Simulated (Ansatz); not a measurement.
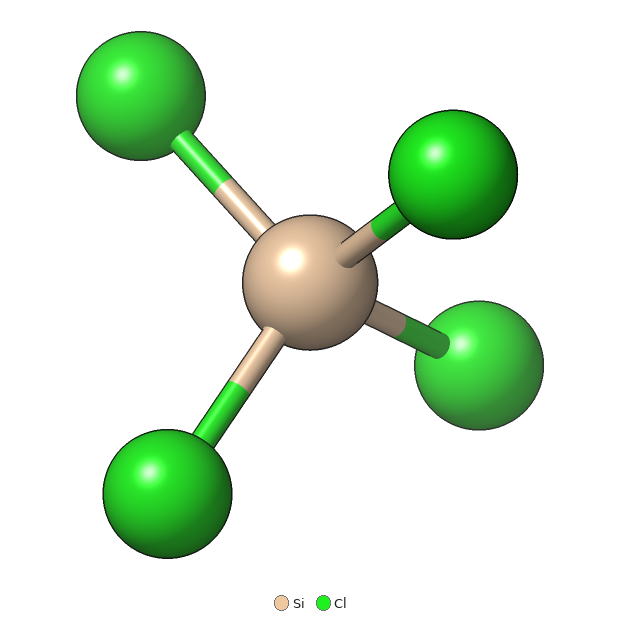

Rendered structure (ball-and-stick style). Every bond is drawn as one stick, whatever its order.

The computed structure is the end point of a PBE0-D4/def2-TZVP optimisation.

Count the atoms of each element.

SiCl₄, 5 atoms: 1 silicon and 4 chlorine.

Which point group does it belong to?

Td.

How many atoms are distinct by symmetry?

2: 1 Si, 4 Cl.

Count the bonded pairs by element.

4 Cl–Si. Sticks follow a distance rule.

The parts below concern this one geometry. Atoms keep their numbers from picture to picture.

### Vibrations

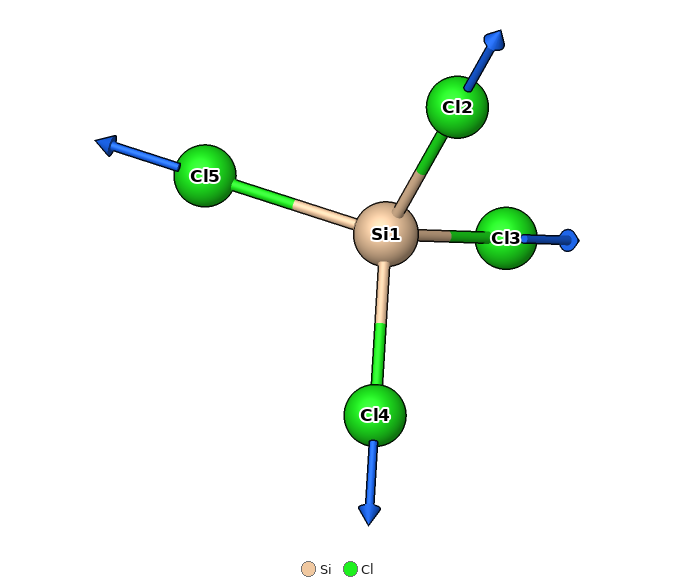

The arrows show one normal mode. Harmonic vibrations computed with RKS PBE0-D4/def2-TZVP (Ansatz 0.2.0) at a stationary point of the same level.

What kind of motion is it?

Mostly in-phase stretching of 4 Cl–Si bonds.

At what wavenumber does it lie?

422 cm⁻¹; it is mode 6 of 9 counted from the lowest.

### Thermal motion

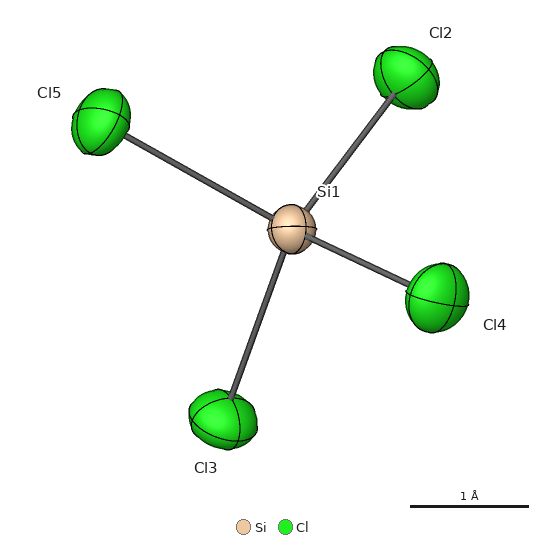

Displacement ellipsoids at the 50 % level, enlarged 3 times, from the internal vibrations of the free molecule (harmonic, no overall translation or rotation; no half-axis is drawn under 0.075 Å). Vibrations computed with RKS PBE0-D4/def2-TZVP (Ansatz 0.2.0). Temperature: 400 K.

Which atom has the largest mean-square displacement?

Cl2, Cl3, Cl4, Cl5, with U_eq = 0.0036 Å².

Give the displacement parameters, one line for each set of equivalent atoms.

```tsv
atom	U_eq (Å²)	rms amplitudes (Å)
Si1	0.0020	0.045, 0.045, 0.045
Cl2, Cl3, Cl4, Cl5	0.0036	0.049, 0.065, 0.065
```

### Charges

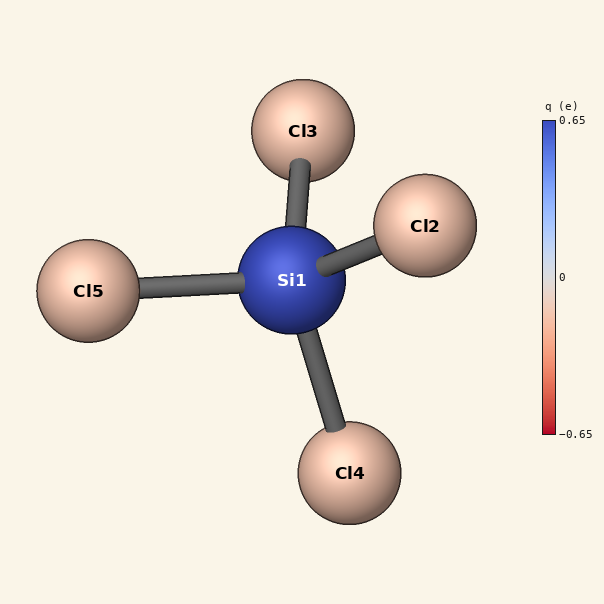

Atoms are coloured by their Mulliken charges. Method: RKS PBE0-D4/def2-TZVP (Ansatz 0.2.0).

List the Mulliken charges.

```
atom  value (e)
 Si1       0.65
 Cl2      −0.16
 Cl3      −0.16
 Cl4      −0.16
 Cl5      −0.16
```

Mulliken values depend strongly on the basis set and can even reverse the polarity of a bond.
